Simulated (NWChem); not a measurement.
**C3H5Cl (SMILES C/C=C/Cl): levels of theory compared**

Wanted: a comparison of 5 runs (HF/cc-pVDZ, HF/def2-SVP, PBE/def2-SVP, PBE0/def2-SVP, MP2/cc-pVDZ) of C3H5Cl. 

The results are computed with NWChem 7.3.0.

### 1 Starting point

C3H5Cl has 9 atoms, charge 0, and is taken as a singlet. As SMILES, `C/C=C/Cl`. The shape is that of a PBE0-D4/def2-TZVP optimisation.

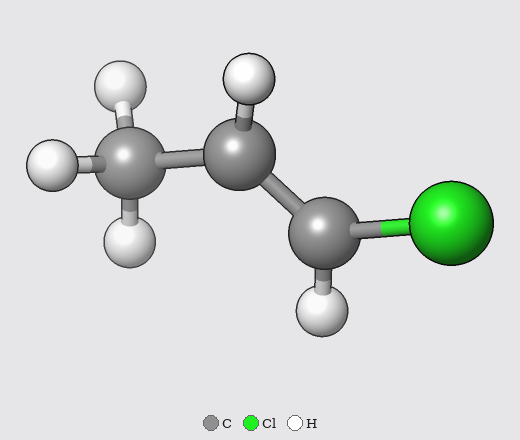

Viewed from a chosen angle; carbon grey, chlorine green, hydrogen white.

### 2 Energy and gradient at HF/cc-pVDZ (run 1)

m1.xyz

```xyz
9
C3H5Cl
C      0.174030     1.081720    -0.481760
C      0.079560    -0.394680    -0.311190
C     -0.271700    -0.974230     0.824660
Cl    -0.380880    -2.682470     1.023190
H     -0.499480     1.426620    -1.272190
H     -0.080490     1.611010     0.438130
H      1.185800     1.376040    -0.776810
H      0.312930    -1.019920    -1.168380
H     -0.519780    -0.424080     1.724330
```

run.py

```python
from ase.io import read
from ase.calculators.nwchem import NWChem

molecule = read('m1.xyz')

calc = NWChem(
    label='m1',
    theory='scf',
    memory='2200 mb',
    basis='cc-pVDZ',
    basispar='spherical bse',
    scf={'nopen': '0', 'rhf': None, 'thresh': '1e-08', 'maxiter': '80'},
)
molecule.calc = calc

forces = molecule.get_forces()
print("Total energy (eV):", round(molecule.get_potential_energy(), 6))
print("forces (eV/A):")
for s, f in zip(molecule.symbols, forces):
    print(f"{s:2s} {f[0]:10.5f} {f[1]:10.5f} {f[2]:10.5f}")
print("dipole (e A):", molecule.get_dipole_moment().round(4))
```

Command:

```
$ export ASE_NWCHEM_COMMAND="nwchem PREFIX.nwi > PREFIX.nwo"
$ python run.py
```

Standard output:

```text
Total energy (eV): -15673.875943
forces (eV/A):
C     0.04170    0.44166   -0.09935
C    -0.10058   -0.53638    0.29053
C     0.09009    0.71929   -0.23243
Cl   -0.03317   -0.55798    0.05482
H     0.00812   -0.02838    0.03456
H     0.00884   -0.00792   -0.03085
H    -0.02715   -0.02767    0.02437
H    -0.01471    0.05214    0.05507
H     0.02684   -0.05476   -0.09672
dipole (e A): [ 0.0494  0.4273 -0.1247]
```

The calculator wrote m1.nwi:

```
title "m1"

permanent_dir m1

scratch_dir m1

start m1

geometry units angstrom nocenter noautosym noautoz
  C  1.7402999999999999e-01 1.0817200000000000e+00 -4.8176000000000002e-01
  C  7.9560000000000006e-02 -3.9467999999999998e-01 -3.1119000000000002e-01
  C  -2.7170000000000000e-01 -9.7423000000000004e-01 8.2465999999999995e-01
  Cl -3.8088000000000000e-01 -2.6824699999999999e+00 1.0231900000000000e+00
  H  -4.9947999999999998e-01 1.4266200000000000e+00 -1.2721899999999999e+00
  H  -8.0490000000000006e-02 1.6110100000000001e+00 4.3813000000000002e-01
  H  1.1858000000000000e+00 1.3760399999999999e+00 -7.7681000000000000e-01
  H  3.1292999999999999e-01 -1.0199199999999999e+00 -1.1683800000000000e+00
  H  -5.1978000000000002e-01 -4.2408000000000001e-01 1.7243299999999999e+00
end

memory 2200 mb

basis spherical bse noprint
   * library cc-pVDZ
end

scf
  nopen 0
  rhf
  thresh 1e-08
  maxiter 80
end

task scf gradient
```

m1.nwo:

```text
Northwest Computational Chemistry Package (NWChem) 7.3.0
             --------------------------------------------------------

           Job information
           ---------------

    nwchem branch   = 7.3.0
    use scalapack   = T
    input           = m1.nwi
    prefix          = m1.
    data base       = m1/m1.db
    status          = startup
    nproc           =        1

           Memory information
           ------------------

    heap     =     72089600 doubles =      550.0 Mbytes
    stack    =     72089597 doubles =      550.0 Mbytes
    global   =    144179200 doubles =     1100.0 Mbytes (distinct from heap & stack)
    total    =    288358397 doubles =     2200.0 Mbytes
    verify   = yes
    hardfail = no

[... 134 lines left out ...]
 Convergence threshold     :          1.000E-08
[... 13 lines left out ...]
       Final RHF  results
[... 3 lines left out ...]
      One-electron energy =  -1074.016430670355
[... 1 line left out ...]
 Nuclear repulsion energy =    142.331555016314
[... 38 lines left out ...]
                       ROHF Final Molecular Orbital Analysis
[... 219 lines left out ...]
                         RHF ENERGY GRADIENTS

    atom               coordinates                        gradient
                 x          y          z           x          y          z
   1 C       0.328869   2.044154  -0.910394   -0.000811  -0.008589   0.001932
   2 C       0.150347  -0.745837  -0.588064    0.001956   0.010431  -0.005650
   3 C      -0.513439  -1.841028   1.558381   -0.001752  -0.013988   0.004520
[... 5 lines of this table left out ...]
   9 H      -0.982242  -0.801395   3.258511   -0.000522   0.001065   0.001881

                 ----------------------------------------
                 |  Time  |  1-e(secs)   |  2-e(secs)   |
                 ----------------------------------------
                 |  CPU   |       0.01   |       5.44   |
                 ----------------------------------------
                 |  WALL  |       0.01   |       5.44   |
                 ----------------------------------------

 Task  times  cpu:       35.7s     wall:       35.7s
 Total times  cpu:       35.7s     wall:       35.7s
```

Wall time 37 s (1 thread of AMD EPYC 7B13 (Zen 3), shared host); peak memory 0.098 GiB.

### 3 Energy and forces at HF/def2-SVP (run 2)

geom.xyz

```xyz
9
C3H5Cl
C      0.174030     1.081720    -0.481760
C      0.079560    -0.394680    -0.311190
C     -0.271700    -0.974230     0.824660
Cl    -0.380880    -2.682470     1.023190
H     -0.499480     1.426620    -1.272190
H     -0.080490     1.611010     0.438130
H      1.185800     1.376040    -0.776810
H      0.312930    -1.019920    -1.168380
H     -0.519780    -0.424080     1.724330
```

geom.nw

```
start geom
title "C3H5Cl"
memory total 2200 mb
charge 0
geometry noautosym nocenter noautoz
load geom.xyz
end
basis spherical bse
* library def2-SVP
end
scf
singlet
rhf
thresh 1e-08
maxiter 80
end
task scf gradient
```

Command:

```
$ nwchem geom.nw > geom.out
```

Standard output:

```text
[...]
  functions       =    85
[...]
  wavefunction    = RHF
[...]
         Total SCF energy =   -575.759486785824
      One-electron energy =  -1073.668745895945
      Two-electron energy =    355.577704093806
 Nuclear repulsion energy =    142.331555016314
        Time for solution =      9.2s
[...]
                         RHF ENERGY GRADIENTS
    atom               coordinates                        gradient
                 x          y          z           x          y          z
   1 C       0.328869   2.044154  -0.910394   -0.000973  -0.008167   0.002527
   2 C       0.150347  -0.745837  -0.588064    0.001966   0.008275  -0.005901
   3 C      -0.513439  -1.841028   1.558381   -0.001478  -0.008491   0.004145
   4 Cl     -0.719759  -5.069133   1.933549    0.000477   0.007589  -0.000825
   5 H      -0.943880   2.695921  -2.404091   -0.000460   0.000422  -0.000991
   6 H      -0.152104   3.044367   0.827946   -0.000293   0.000220   0.001016
   7 H       2.240837   2.600339  -1.467958    0.000947   0.000386  -0.000581
   8 H       0.591352  -1.927369  -2.207918    0.000306  -0.000720  -0.001109
   9 H      -0.982242  -0.801395   3.258511   -0.000492   0.000487   0.001719
[...]
```

Wall time 12 s (1 thread of AMD EPYC 7B13 (Zen 3), shared host); peak memory 0.1 GiB.

Runs 3 to 4 aren't shown in full; the table further down has their settings and results.

### 4 Energy and forces at MP2/cc-pVDZ (run 5)

c3h5cl.xyz

```xyz
9
C3H5Cl
C      0.174030     1.081720    -0.481760
C      0.079560    -0.394680    -0.311190
C     -0.271700    -0.974230     0.824660
Cl    -0.380880    -2.682470     1.023190
H     -0.499480     1.426620    -1.272190
H     -0.080490     1.611010     0.438130
H      1.185800     1.376040    -0.776810
H      0.312930    -1.019920    -1.168380
H     -0.519780    -0.424080     1.724330
```

c3h5cl.nw

```
start c3h5cl
title "C3H5Cl"
memory total 2200 mb

geometry units angstrom noautosym nocenter noautoz
  load format xyz c3h5cl.xyz
end

basis spherical bse
  * library cc-pVDZ
end

scf
  thresh 1e-08
  maxiter 80
end

mp2
  freeze core 8
  tight
end

task mp2 gradient
```

Command:

```
$ nwchem c3h5cl.nw > c3h5cl.out
```

Standard output:

```text
[...]
  functions       =    85
[...]
  wavefunction    = RHF
[...]
         Total SCF energy =   -576.004321450644
      One-electron energy =  -1074.016430670624
      Two-electron energy =    355.680554203665
 Nuclear repulsion energy =    142.331555016314
        Time for solution =     29.3s
[...]
          Total MP2 energy          -576.551252648695
[...]
                         mp2 ENERGY GRADIENTS
    atom               coordinates                        gradient
                 x          y          z           x          y          z
   1 C       0.328869   2.044154  -0.910394   -0.000346  -0.002407   0.000975
   2 C       0.150347  -0.745837  -0.588064   -0.005260  -0.007139   0.017121
   3 C      -0.513439  -1.841028   1.558381    0.005182   0.007565  -0.016878
   4 Cl     -0.719759  -5.069133   1.933549    0.000531   0.009971  -0.000771
   5 H      -0.943880   2.695921  -2.404091    0.004261  -0.002132   0.004615
   6 H      -0.152104   3.044367   0.827946    0.001721  -0.003509  -0.006214
   7 H       2.240837   2.600339  -1.467958   -0.006188  -0.001812   0.001541
   8 H       0.591352  -1.927369  -2.207918   -0.001619   0.004623   0.005980
   9 H      -0.982242  -0.801395   3.258511    0.001718  -0.005160  -0.006369
[...]
```

Run time: 75 s. Hardware: 1 thread of AMD EPYC 7B13 (Zen 3), shared host; peak memory 0.24 GiB.

### 5 The series

| run | level | iteration cap | module | energy (Eh) | dipole moment (D) | HOMO energy (eV) | LUMO energy (eV) | wall time |
| --- | --- | --- | --- | --- | --- | --- | --- | --- |
| 1 | HF/cc-pVDZ | 80 | scf | -576.004321 | 2.15 | -9.61 | 4.39 | 37 s |
| 2 | HF/def2-SVP | 80 | scf | -575.759487 | 2.05 | -9.62 | 4.35 | 12 s |
| 3 | PBE/def2-SVP | 100 | dft | -576.920552 | 1.65 | -5.78 | -0.66 | 37 s |
| 4 | PBE0/def2-SVP | 100 | dft | -576.978118 | 1.81 | – | – | 29 s |
| 5 | MP2/cc-pVDZ | 80 | mp2 | -576.551253 | 1.78 | -9.61 | 4.39 | 75 s |

### 6 Results

| quantity | value |
| --- | --- |
| run 5: total energy | -576.55125 Eh |
| run 5: dipole moment (of the density that the program reports) | 1.78 D |
| run 5: HOMO energy (Hartree–Fock orbitals) | -9.61 eV |
| run 5: LUMO energy (Hartree–Fock orbitals) | 4.39 eV |
| run 5: HOMO–LUMO gap (Hartree–Fock orbitals) | 14.00 eV |
| run 5: correlation energy (8 core orbitals frozen) | -546.9 mEh |
| run 5: largest force on an atom | 0.991 eV/Å |

**Reading.** The dipole moment (its size) runs from 1.65 D (PBE/def2-SVP) to 2.15 D (HF/cc-pVDZ). The two ends differ in method and basis. Over runs 1, 2, 3 the HOMO–LUMO gap runs from 5.12 eV (PBE/def2-SVP) to 14.00 eV (HF/cc-pVDZ). Totals of different functionals can't be ranked against each other. All runs together took 3.2 min, the longest 75 s.
